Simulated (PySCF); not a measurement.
# NMR shielding calculation, with input and output: C2H10N2Si

System: C2H10N2Si (SiH2(NHMe)2), SMILES [H][Si]([H])(NC)NC.
Method: GIAO PBE0/pcSseg-1 NMR shielding, non-relativistic, gas phase (PySCF 2.14.0).

The geometry comes from this level: PBE0-D3(BJ)/def2-SVP. It belongs to a series of runs on one base structure; here: two ligands: Cl to NHMe. Figures and captions count atoms from 1; the log counts them from 0 in places.

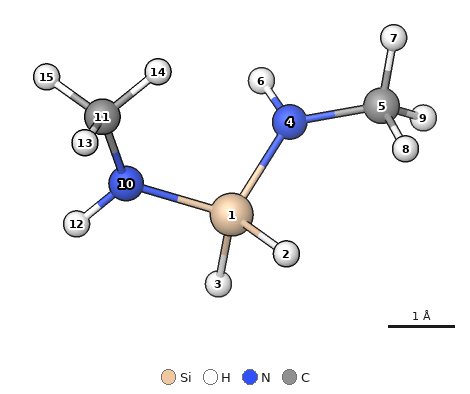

**Figure 1.** The input geometry (ball-and-stick view, seen at a tilt; atoms are numbered from 1 in the order of the input). Bond lengths as drawn: C–H 1.10 to 1.11 Å, C–N 1.44 Å, H–N 1.01 Å, H–Si 1.50 Å and N–Si 1.72 to 1.73 Å.

Input:
```
{"job": {"kind": "nmr", "xc": "PBE0", "basis": "pcSseg-1"}, "charge": 0, "multiplicity": 1}
Si     1.061852    -0.258755    -0.106160
H      1.544521     0.023425     1.288625
H      2.271263    -0.486213    -0.966308
N      0.063714     1.104633    -0.460369
C      0.109500     2.396790     0.174545
H     -0.460137     1.084491    -1.328897
H     -0.901892     2.797033     0.365451
H      0.609177     2.311128     1.152127
H      0.663615     3.160616    -0.404150
N      0.130804    -1.687960    -0.355372
C     -1.153479    -1.962365     0.238796
H      0.596107    -2.493271    -0.756839
H     -1.101695    -2.596655     1.145074
H     -1.627690    -1.012454     0.529931
H     -1.838440    -2.456566    -0.472436
```

The first line tells a small driver script what to run in PySCF; the rest is the geometry in Å.

Machine: 1 CPU thread, shared host.

Command:
```bash
OMP_NUM_THREADS=1 python <driver script> task.json out
```

The program's output:
```
coarse grid: 12120 points
cycle   1  E = -480.7988474243  dE =  2.538e-01  |g| = 4.711e-01  |ddm| = 3.259e+00
cycle   2  E = -480.7605415032  dE =  3.831e-02  |g| = 6.348e-01  |ddm| = 1.002e+00
cycle   3  E = -480.8486158166  dE = -8.807e-02  |g| = 4.798e-02  |ddm| = 6.286e-01
cycle   4  E = -480.8490557493  dE = -4.399e-04  |g| = 1.687e-02  |ddm| = 4.950e-02
cycle   5  E = -480.8491163177  dE = -6.057e-05  |g| = 4.903e-03  |ddm| = 1.384e-02
cycle   6  E = -480.8491216525  dE = -5.335e-06  |g| = 6.150e-04  |ddm| = 3.741e-03
final grid: 110048 points
cycle   7  E = -480.8728308522  dE = -1.865e-05  |g| = 8.361e-03  |ddm| = 1.891e-02
cycle   8  E = -480.8728197778  dE =  1.107e-05  |g| = 1.096e-02  |ddm| = 1.600e-02
cycle   9  E = -480.8728472650  dE = -2.749e-05  |g| = 8.536e-04  |ddm| = 9.429e-03
cycle  10  E = -480.8728474113  dE = -1.463e-07  |g| = 1.774e-04  |ddm| = 6.747e-04
cycle  11  E = -480.8728474177  dE = -6.351e-09  |g| = 2.692e-05  |ddm| = 1.350e-04
cycle  12  E = -480.8728474178  dE = -1.535e-10  |g| = 6.412e-06  |ddm| = 3.708e-05
```

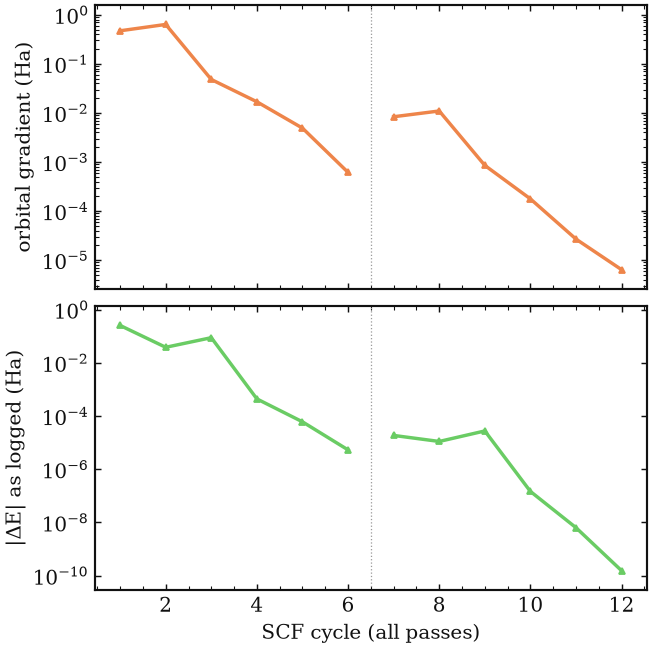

**Figure 2.** Convergence of the self-consistent field: orbital gradient and size of the energy change against the SCF cycle. The dotted line marks the change from a coarse to the final integration grid. The first 6 cycles use a coarse grid, the final grid takes over at cycle 7, and the field converges after 12 cycles in all.

```
converged SCF energy = -480.8728474178

GIAO shielding tensors (ppm)
atom      isotropic    diamagn.    paramagn.     s11        s22        s33       span
  0 Si     384.806     880.889    -496.082    342.921    372.199    439.298     96.378
  1 H       26.504      30.704      -4.200     23.365     25.406     30.740      7.375
  2 H       26.476      29.884      -3.409     22.761     24.748     31.918      9.157
  3 N      241.851     324.947     -83.096    200.068    236.470    289.015     88.947
  4 C      153.971     240.155     -86.183    129.292    147.117    185.506     56.214
  5 H       31.636      34.300      -2.664     22.438     31.046     41.424     18.987
  6 H       28.514      27.751       0.763     23.335     26.598     35.611     12.276
  7 H       28.668      28.636       0.033     24.797     27.223     33.985      9.189
  8 H       28.622      26.474       2.148     23.145     26.511     36.209     13.064
  9 N      239.643     322.980     -83.338    203.338    243.711    271.879     68.540
 10 C      155.988     243.194     -87.206    130.003    152.035    185.927     55.923
 11 H       31.272      31.913      -0.641     22.517     29.315     41.984     19.467
 12 H       28.715      27.907       0.808     23.528     26.469     36.148     12.620
 13 H       28.452      30.536      -2.084     23.651     28.796     32.910      9.259
 14 H       28.817      28.092       0.725     23.947     26.579     35.924     11.977
```

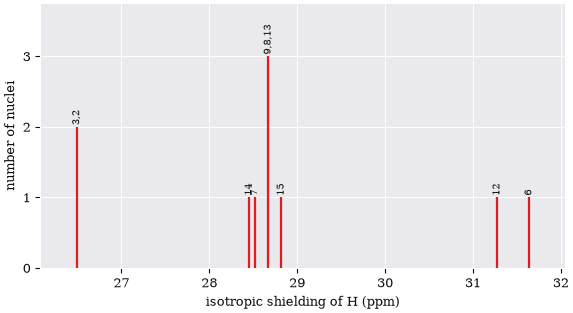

**Figure 3.** Isotropic shieldings of the hydrogen nuclei in this fixed geometry, labelled by atom number; shielding grows to the right, so chemical shift grows to the left. The least shielded is H3 (26.5 ppm), the most shielded H6 (31.6 ppm).

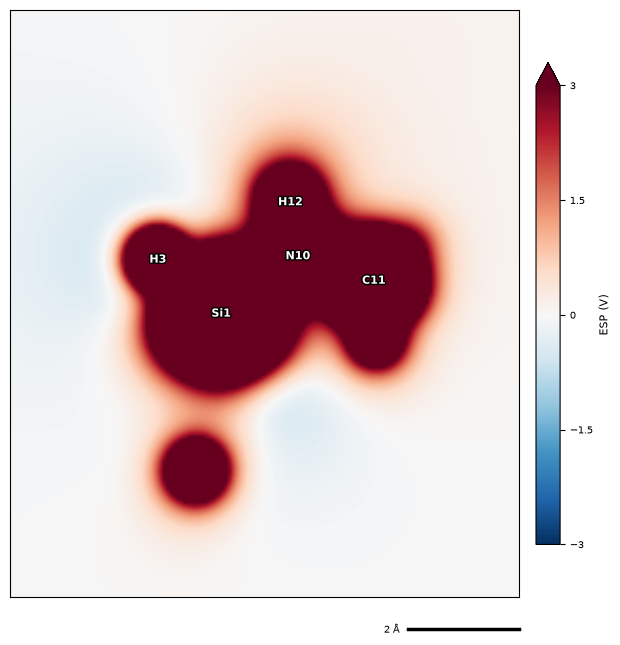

**Figure 4.** Electrostatic potential on the plane of atoms Si1, N10 and C11. Atoms in the plane: Si, H, N and C.

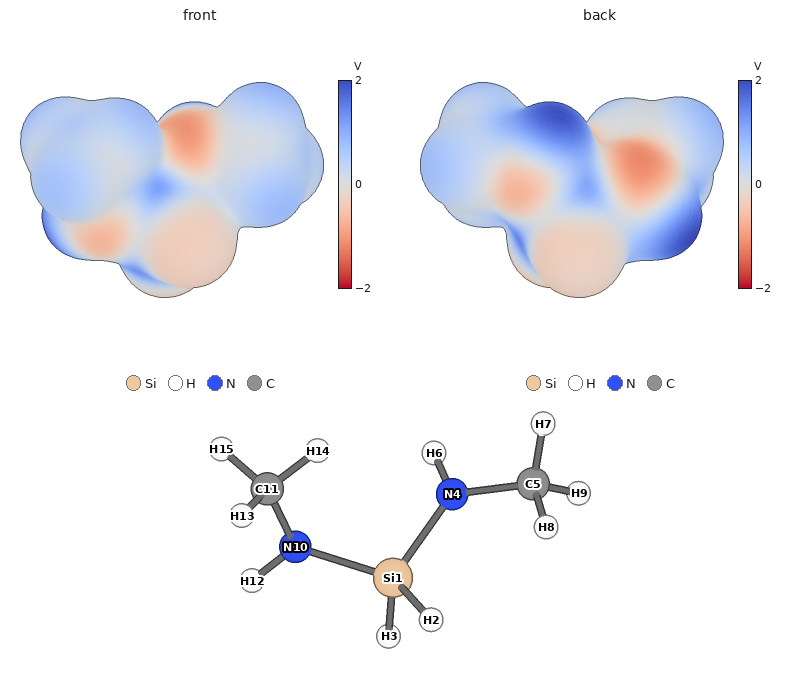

**Figure 5.** The electrostatic potential painted on the density surface at 0.004 e/bohr³, seen at a tilt and from behind; the colour scale runs from red (negative) to blue (positive). The bare structure is drawn below in the same view. Its dipole moment is 1.08 D.

Summary:

| quantity | value |
| --- | --- |
| outcome | converged |
| total energy | −480.872847 hartree |
| HOMO | −6.53 eV |
| LUMO | 1.33 eV |
| dipole moment | 1.08 D |
| isotropic shielding, Si | 384.8 ppm |
| isotropic shielding, H | 26.5 to 31.6 ppm |
| isotropic shielding, N | 239.6 to 241.9 ppm |
| isotropic shielding, C | 154.0 to 156.0 ppm |
| wall time | 30 s |
| peak memory | 0.7 GiB |
